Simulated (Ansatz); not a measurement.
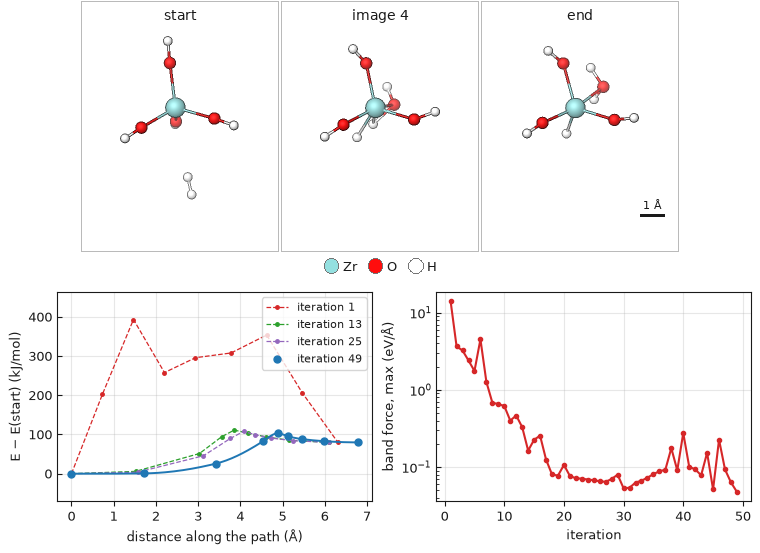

A search for the minimum-energy path of ZrH6O4, made up at the start of ZrH4O4 and H2 by the nudged elastic band. Images are numbered from 0 (start) to 8 (end). The plot follows the band through its iterations. A ball-and-stick model, seen from a free direction.

The calculation used Ansatz 0.2.0, RKS PBE-D4/def2-SVP. Settings: 7 movable images; climbing image; force threshold 0.05 eV/Å; iteration limit 60; starting path through a guess of the saddle point.

### Did the band converge, and can the barrier be trusted?

The run is converged, with reservations. The band converged in 49 iterations. The largest component of the band force went from 14 to 0.048 eV/Å. The climbing image converged on the top of the path. Its curvatures weren't checked. The first iteration put the highest image at 393.3 kJ/mol. The energy climbs by 102.9 kJ/mol to image 4 and then falls by 23.0 kJ/mol, so the end point sits at +79.9 kJ/mol.

Limits of the set-up: the start holds two separate molecules, 2.4 Å apart at their closest, whose relative position is a soft coordinate.
